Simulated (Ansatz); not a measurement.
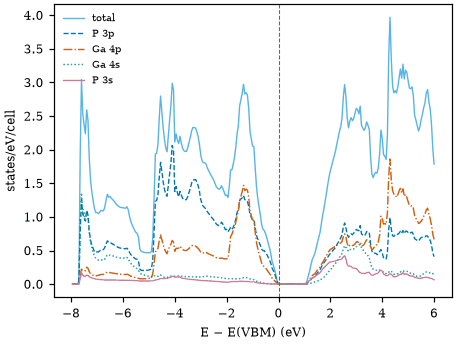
Fig. 1. Total and projected density of states of GaP in space group R-3m (No. 166; Ga on 6c, P on 6c), r²SCAN in the plane-wave PAW code Ansatz

**Question.** Which orbitals carry the states next to the gap?

**Answer.** Top 1 eV of the valence band: P 3p 55 %, Ga 4p 39 %. Bottom 1 eV of the conduction band: Ga 4p 32 %, P 3p 27 %, P 3s 22 %, Ga 4s 9 %, outside the projected shells 9 %. Projections are on Löwdin-orthogonalised atomic valence shells; empty p or d shells of many metals are not among them.

**Question.** Where is the tallest occupied peak in this window, and what makes it?

**Answer.** Near -7.6 eV, about 3.0 states/eV per cell; the largest projected share is Ga 4s.

The workflow started from a Materials Project entry (that database holds measured and hypothetical structures alike); the Crystallography Open Database copy checked does not list it. It is not the phase usual at ambient conditions (space group No. 216). The r²SCAN relaxation kept the symmetry of its start; whether a distortion lowers the energy is not shown. Scalar-relativistic: spin–orbit coupling is off unless named, which matters more the heavier the elements.

Potentials: the later of the program's two PAW sets.
